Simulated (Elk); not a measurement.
## Bands of MnS (Alabandite) in the lowest magnetic state tried

How do the spin channels of MnS (Alabandite) fill?

Main program and level: Elk 11.2.3 (patched build); PBE with U = 4.00 eV on Mn d; all-electron APW+lo, Dirac cores, scalar-relativistic bands.

## (1) The starting structure

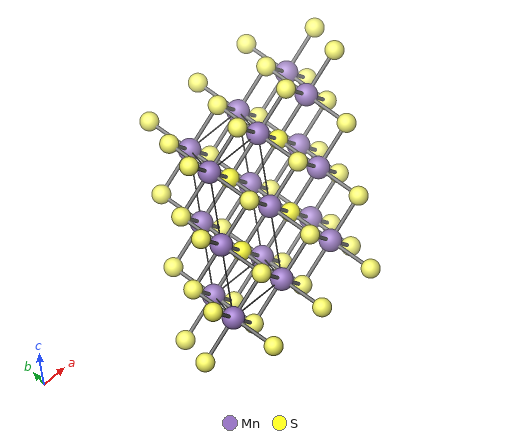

The cell as given, slightly off an axis (manganese light purple, sulfur yellow). 2×1×1 cells are drawn. Some periodic images of atoms are drawn too.

## (2) Ground-state run

Bands and densities of states are read from a converged potential, so the magnetic state comes first.

This is the lowest of the starts that converged (antiferro q=(0,0,1/2) +-). Its cell is doubled, so bands are folded, the special points are those of the doubled cell and densities of states count per doubled cell.

Moments are seeded by fields in the spheres (the last three columns under atoms), set against the wanted direction and reduced each loop.

The input, elk.in:

```
tasks
  0

xctype
  20

rgkmax
  7.0

nempty
  12

swidth
  0.001837

reducebf
  0.6

epsengy
  1e-05

maxscl
  100

lmaxi
  3

lmaxo
  10

lmaxapw
  10

spinpol
  .true.

sppath
  './'

avec
  0.00000000000 4.93558669230 4.93558669230
  4.93558669230 0.00000000000 4.93558669230
  9.87117338460 9.87117338460 0.00000000000

atoms
  2
  'Mn.in'
  2
  0.0000000000 0.0000000000 0.0000000000   0.000000 0.000000 -0.450000
  0.0000000000 0.0000000000 0.5000000000   0.000000 0.000000 0.450000
  'S.in'
  2
  0.5000000000 0.5000000000 0.2500000000   0.000000 0.000000 0.000000
  0.5000000000 0.5000000000 0.7500000000   0.000000 0.000000 0.000000

ngridk
  8 8 4

dft+u
  1 1
  1 2 0.146997 0.000000
```

Launch:

```console
OMP_NUM_THREADS=4 elk
```

Numbers of over 12 decimals in the logs are rounded to 6 here.

The log of the run:

```text
┌─────────────────────────┐
│ Elk code version 11.2.3 │
└─────────────────────────┘

All units are atomic (Hartree, Bohr, etc.)

┌─────────────────────────────────────────────────┐
│ Ground-state run starting from atomic densities │
└─────────────────────────────────────────────────┘

Lattice vectors :
   0.000000000       4.935586692       4.935586692
   4.935586692       0.000000000       4.935586692
   9.871173385       9.871173385       0.000000000

Species : 1 (Mn)
 parameters loaded from : Mn.in
 name : manganese
 nuclear charge    :   -25.00000000
 electronic charge :    25.00000000
 atomic mass :    100145.9370
 muffin-tin radius :    2.400000000
 number of radial points in muffin-tin :    993
 inner part over the whole radius :   0.9953723401E-02
 number on inner part of muffin-tin    :    700
 approximate nuclear radius :   0.7074591925E-04
 number of mesh points to nuclear radius :    330
 atomic positions (lattice), magnetic fields (Cartesian) :
  1 :   0.00000000  0.00000000  0.00000000    0.00000000  0.00000000 -0.45000000
  2 :   0.00000000  0.00000000  0.50000000    0.00000000  0.00000000  0.45000000

Species : 2 (S)
 parameters loaded from : S.in
 name : sulphur
 nuclear charge    :   -16.00000000
 electronic charge :    16.00000000
 atomic mass :    58450.91931
 muffin-tin radius :    2.200000000
 number of radial points in muffin-tin :    793
 inner part over the whole radius :   0.9890556315E-02
 number on inner part of muffin-tin    :    554
 approximate nuclear radius :   0.6195814986E-04
 number of mesh points to nuclear radius :    251
 atomic positions (lattice), magnetic fields (Cartesian) :
  1 :   0.50000000  0.50000000  0.25000000    0.00000000  0.00000000  0.00000000
  2 :   0.50000000  0.50000000 -0.25000000    0.00000000  0.00000000  0.00000000

Total number of atoms per unit cell :    4
Total muffin-tin volume :    205.0161478
 ratio of muffin-tin to unit cell volume :   0.4262964577

Spin treatment :
 spin-polarised
 global magnetic field (Cartesian) :    0.000000000       0.000000000       0.000000000
 collinear magnetisation in z-direction

Number of Bravais lattice symmetries :   12
Number of crystal symmetries         :   24
Crystal has inversion symmetry
Real symmetric eigensolver will be used

k-point grid :      8     8     4
k-point offset :    0.000000000       0.000000000       0.000000000
k-point set is reduced with full crystal symmetry group
Total number of k-points :       35

Muffin-tin radius times maximum |G+k| :    7.000000000
 using average radius
Maximum |G+k| for APW functions       :    3.043478261
Maximum (1/2)|G+k|²                   :    4.631379962
Maximum |G| for potential and density :    12.00000000
Constant for pseudocharge density :    7
 order of it for each species :   14  14
 order of it for pair densities of each species (exact exchange by exxq0 0: 18) :   11   8
Radial integration step length :    1

G-vector grid sizes :     27    27    54
Number of G-vectors :    14005

Maximum angular momentum used for
 APW functions            :   10
 outer part of muffin-tin :   10
 inner part of muffin-tin :    3

Number of empty states         :     48
Total number of valence states :    140
Total number of core states    :     40

Third-order local-orbitals added for an l without core states : T
Total number of local-orbitals :     56

Exchange-correlation functional :     20     0     0
 Perdew-Burke-Ernzerhof, Phys. Rev. Lett. 77, 3865 (1996)
 gradient requirement :    1
 generalised gradient approximation (GGA)

DFT+U calculation
 fully localised limit (FLL)
 see Phys. Rev. B 52, R5467 (1995)
 species : 1 (Mn), l = 2, U =   0.14699700, J =   0.00000000

Smearing type :    3
 Fermi-Dirac
Smearing width :   0.1837000000E-02
Effective electronic temperature (K) :    580.0787206

Mixing type :    3
 Broyden mixing, J. Phys. A: Math. Gen. 17, L317 (1984)

Kohn-Sham potential initialised from atomic data

┌──────────────────────────────┐
│ Self-consistent loop started │
└──────────────────────────────┘

┌─────────────────┐
│ Loop number : 1 │
└─────────────────┘

Energies :
 Fermi                       :     0.96875747086072E-01
 sum of occupied eigenvalues :     -1806.1812751289
 electron kinetic            :      3149.2188133306
 core electron kinetic       :      2883.7462825933
 Coulomb                     :     -6109.5821777600
 Coulomb potential           :     -4740.8430655243
 nuclear-nuclear             :     -497.51428709191
 electron-nuclear            :     -6496.8864806814
 Hartree                     :      884.81859001327
 Madelung                    :     -3739.1606449979
 xc potential                :     -214.18541114231
 xc effective B-field        :    -0.575677
 external B-field            :      0.000000
 exchange                    :     -152.67044384864
 correlation                 :     -3.496168
 DFT+U                       :     0.606328
 electron entropic           :    -0.17934537840188E-03
 total energy                :     -3115.9238274073
 (external B-field energy excluded from total)

Density of states at Fermi energy :    12.12732754
 (states/Hartree/unit cell)

Estimated indirect band gap :   0.8066960033E-02
 from k-point 3 to k-point 35
Estimated direct band gap   :   0.1442648937E-01
 at k-point 3

Charges :
 core                        :    40.00000000
 valence                     :    42.00000000
 interstitial                :    5.837614274
 muffin-tins (core leakage)
  species : 1 (Mn)
   atom 1                    :    23.56012556     ( -0.2246775477E-06)
   atom 2                    :    23.56012556     ( -0.2246775477E-06)
  species : 2 (S)
   atom 1                    :    14.52106730     (  0.6949615183E-04)
   atom 2                    :    14.52106730     (  0.6949615183E-04)
 total in muffin-tins        :    76.16238573
 total calculated charge     :    81.99986842
 total charge                :    82.00000000
 error                       :   0.1315769453E-03

Moments :
 interstitial                :  -0.1955448700E-16
 muffin-tins
  species : 1 (Mn)
   atom 1                    :    3.878837851
   atom 2                    :   -3.878837851
  species : 2 (S)
   atom 1                    :   0.1558728084E-22
   atom 2                    :   0.1558728084E-22
 total in muffin-tins        :   0.3117456167E-22
 total moment                :  -0.1955445582E-16

[... earlier loops left out ...]

┌──────────────────┐
│ Loop number : 22 │
└──────────────────┘

Energies :
 Fermi                       :     0.235234
 sum of occupied eigenvalues :     -1795.8161067099
 electron kinetic            :      3147.8503958976
 core electron kinetic       :      2883.3760501186
 Coulomb                     :     -6108.0327845011
 Coulomb potential           :     -4741.2757805058
 nuclear-nuclear             :     -497.51428709191
 electron-nuclear            :     -6493.2760532853
 Hartree                     :      882.75755587608
 Madelung                    :     -3737.3948942483
 xc potential                :     -201.60966418397
 xc effective B-field        :    -0.781057
 external B-field            :      0.000000
 exchange                    :     -152.68441981149
 correlation                 :     -3.481733
 DFT+U                       :     0.657140
 electron entropic           :    -0.37662294755362E-11
 total energy                :     -3115.6914016624
 (external B-field energy excluded from total)

Density of states at Fermi energy :   0.5453219563E-07
 (states/Hartree/unit cell)

Estimated indirect band gap :   0.8336563496E-01
 from k-point 34 to k-point 5
Estimated direct band gap   :   0.1029399478
 at k-point 5

Charges :
 core                        :    40.00000000
 valence                     :    42.00000000
 interstitial                :    5.874937879
 muffin-tins (core leakage)
  species : 1 (Mn)
   atom 1                    :    23.44898207     ( -0.2246772404E-06)
   atom 2                    :    23.44898207     ( -0.2246772404E-06)
  species : 2 (S)
   atom 1                    :    14.61354899     (  0.7074495250E-04)
   atom 2                    :    14.61354899     (  0.7074495250E-04)
 total in muffin-tins        :    76.12506212
 total calculated charge     :    81.99986558
 total charge                :    82.00000000
 error                       :   0.1344150240E-03

Moments :
 interstitial                :  -0.3707046402E-16
 muffin-tins
  species : 1 (Mn)
   atom 1                    :    4.528503490
   atom 2                    :   -4.528503490
  species : 2 (S)
   atom 1                    :   0.2322541075E-22
   atom 2                    :   0.2322541075E-22
 total in muffin-tins        :   0.2664535306E-14
 total moment                :   0.2627464842E-14

┌──────────────────────────────┐
│ Self-consistent loop stopped │
└──────────────────────────────┘

Wrote STATE.OUT
```

It took 8.3 min on 4 threads of Arm Neoverse V1, shared host; peak memory 0.55 GiB.

Spin moment in the muffin-tin sphere by atom:

| atom | spin moment in the muffin-tin sphere (μB) |
| --- | --- |
| Mn1 | 4.53 |
| Mn2 | -4.53 |
| S3 | 0.00 |
| S4 | 0.00 |

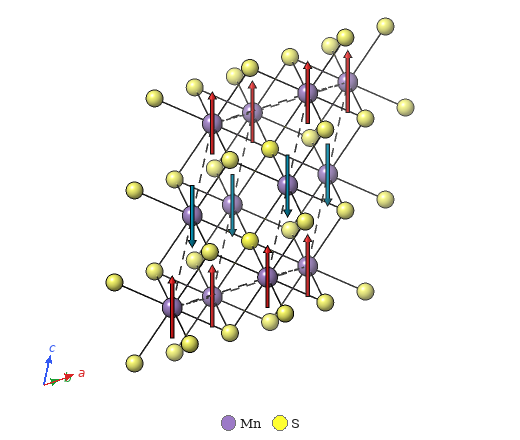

Spin moment in the muffin-tin sphere as arrows, the longest 4.53 μB. Up and down stand for the sign. Arrows give size and sign along the axis of quantisation, drawn up and down the page. The two directions have two colours. Some periodic images of atoms are drawn too.

Numbers from this step:

```
density of states at the Fermi level : 2.00e-9 states/eV/cell
moment between the spheres           : 0 μB
magnetization                        : 0 μB
final state                          : antiferromagnetic
```

## (3) Levels along a path and on the mesh

The potential is kept. Point names follow a standard table for this cell's lattice and can differ from other conventions. The density of states is interpolated from the levels on the mesh (so its value at the Fermi level can differ from the smeared one of the ground-state run), and the bands are solved anew along a path of special points.

Changes to elk.in since step 2:

```diff
@@ -1,3 +1,7 @@
 tasks
-  0
+  10
+  20
+  15
+  33
+  73
 
@@ -48,4 +52,4 @@
   2
-  0.0000000000 0.0000000000 0.0000000000   0.000000 0.000000 -0.450000
-  0.0000000000 0.0000000000 0.5000000000   0.000000 0.000000 0.450000
+  0.0000000000 0.0000000000 0.0000000000   0.000000 0.000000 -0.000450
+  0.0000000000 0.0000000000 0.5000000000   0.000000 0.000000 0.000450
   'S.in'
@@ -61 +65,22 @@
   1 2 0.146997 0.000000
+
+wplot
+  300 60 1
+  -0.35000 0.25000
+
+plot1d
+  7 84
+  0.00000000 0.00000000 0.00000000
+  0.00000000 0.00000000 -0.50000000
+  0.31250000 0.62500000 0.12500000
+  0.31250000 0.68750000 0.50000000
+  0.50000000 0.50000000 0.50000000
+  0.00000000 0.00000000 0.00000000
+  0.34375000 0.68750000 0.68750000
+
+plot3d
+  0 0 0
+  1 0 0
+  0 1 0
+  0 0 1
+  19 19 37
```

Launch:

```console
OMP_NUM_THREADS=4 elk
```

The log of the run:

```text
┌─────────────────────────────────┐
│ Elk code version 11.2.3 started │
└─────────────────────────────────┘

Info(readinput): the functional depends on the density's gradient
 muffin-tin radial points multiplied by    2.00000
 (not where nrmtscf is given)

┌───────────────────┐
│ Current task : 10 │
└───────────────────┘

Info(writedos):
 Total density of states written to TDOS.OUT

 Partial density of states written to PDOS_Sss_Aaaaa.OUT
 for all species and atoms

 Spin-quantisation axis :    0.000000000       0.000000000       1.000000000

 Eigenvalues of a random matrix symmetrised with the site
 symmetries in the Yₗₘ basis written to ELMIREP.OUT for all
 species and atoms. Degenerate eigenvalues correspond to
 irreducible representations of each site symmetry group

 Interstitial density of states written to IDOS.OUT

 Fermi energy is at zero in plots

 DOS units are states/Hartree/unit cell

┌───────────────────┐
│ Current task : 20 │
└───────────────────┘

Info(bandstr):
 Band structure plot written to BAND.OUT

 Fermi energy is at zero in plot

 Vertex location lines written to BANDLINES.OUT

┌───────────────────┐
│ Current task : 15 │
└───────────────────┘

Info(writelsj):
 muffin-tin L, S and J expectation values written to LSJ.OUT

┌───────────────────┐
│ Current task : 33 │
└───────────────────┘

Info(rhoplot): 3D density plot written to RHO3D.OUT

┌───────────────────┐
│ Current task : 73 │
└───────────────────┘

Info(vecplot):
 3D magnetisation density written to MAG3D.OUT

┌──────────────────┐
│ Elk code stopped │
└──────────────────┘
```

Elapsed: 1.9 min, on 4 threads; peak memory 0.91 GiB; 6 min of CPU time.

The electronic bands at the labelled points (eV, zero at the Fermi level; # counts the bands kept):

| point | up #9 | up #10 | up #11 | up #12 | down #9 | down #10 | down #11 | down #12 |
| --- | --- | --- | --- | --- | --- | --- | --- | --- |
| Γ | -1.71 | -1.71 | -1.70 | 2.07 | -1.71 | -1.71 | -1.70 | 2.07 |
| T | -2.50 | -0.95 | -0.95 | 1.99 | -2.50 | -0.95 | -0.95 | 1.99 |
| H2 | -3.76 | -2.28 | -1.96 | 2.05 | -3.76 | -2.28 | -1.96 | 2.05 |
| H0 | -3.76 | -2.28 | -1.96 | 2.05 | -3.76 | -2.28 | -1.96 | 2.05 |
| L | -3.20 | -2.27 | -1.74 | 1.59 | -3.20 | -2.27 | -1.74 | 1.59 |
| Γ | -1.71 | -1.71 | -1.70 | 2.07 | -1.71 | -1.71 | -1.70 | 2.07 |
| S0 | -3.63 | -2.33 | -1.99 | 2.01 | -3.63 | -2.33 | -1.99 | 2.01 |

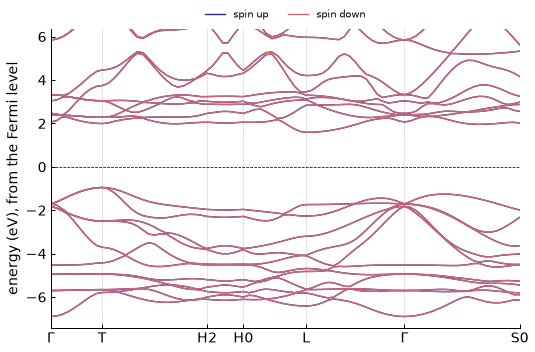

Electronic bands along the path; the two colours are the two spins.

The density of states has structure finer than the step of the table below, so its rows give means over 1 eV, whole bins alone (the curve runs from -9.52 to 6.75 eV). Peaks (eV: height): up = down -5.7: 6.95, -4.6: 4.24, 2.8: 4.36, 3.1: 5.59; Mn1 d up -6.3: 1.08, -5.7: 4.48, -5.0: 3.35, -4.6: 2.61; Mn1 d down 2.3: 2.24, 2.8: 3.05, 3.1: 4.33, 3.4: 2.76; S3 p up = S3 p down -5.7: 0.531, -3.3: 0.442, -2.3: 0.431, -1.7: 0.605.

Density of states against energy, zero at the Fermi level; means over each step; values in states/eV/cell:

| energy (eV) | up = down | Mn1 d up | Mn1 d down | S3 p up = S3 p down |
| --- | --- | --- | --- | --- |
| -8 | 0 | 0 | 0 | 0 |
| -7 | 0.126 | 0.0276 | 9.5e-4 | 0.0179 |
| -6 | 2.88 | 1.41 | 0.0127 | 0.298 |
| -5 | 2.85 | 1.93 | 0.0267 | 0.173 |
| -4 | 1.68 | 0.681 | 0.0329 | 0.232 |
| -3 | 1.30 | 0.185 | 0.0465 | 0.302 |
| -2 | 1.97 | 0.423 | 0.0954 | 0.442 |
| -1 | 0.204 | 0.0371 | 0.00933 | 0.0536 |
| 0 | 0 | 0 | 0 | 0 |
| 1 | 0.0109 | 2.5e-4 | 0.00420 | 6.4e-5 |
| 2 | 1.93 | 0.0184 | 1.06 | 0.0268 |
| 3 | 3.06 | 0.0148 | 2.26 | 0.0614 |
| 4 | 1.15 | 0.0103 | 0.411 | 0.0503 |
| 5 | 0.904 | 0.0119 | 0.149 | 0.0522 |
| 6 | 0.990 | 0.0188 | 0.0835 | 0.0619 |

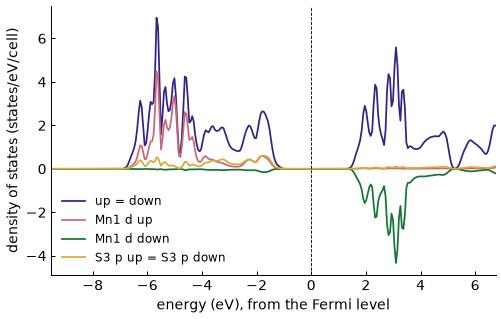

Density of states against energy. Down spins are drawn negative.

## (4) Outcome

```
state          : antiferromagnetic
largest moment : 4.53 μB
```

What this shows: Right at the Fermi level (the table gives means over its steps) the density of states is 0 states/eV a cell for spin up and 0 for spin down: a gap in both channels. Within the window shown, the centres of the Mn1 d states of the two spins lie 7.3 eV apart, a rough measure of the splitting of the spins, to which the U adds. The state is the lowest of the starts that converged. These are Kohn–Sham levels without spin–orbit coupling.

[Logs and program files are shortened in this print: banners, set-up blocks, solver, clock and traceback lines can be left out without a mark of their own.]

[Logs are printed without paths, hosts, clocks, repeated set-up lines and the standing remarks that a program may print on its own settings, such as how far it seeks lower states.]

[Hosts, paths, dates, database ids (printed as entryN), source tags and the programs' standing remarks are cut or masked in the printed files.]

[Where a cell is said to come from a database of computed structures, the database is the Materials Project.]
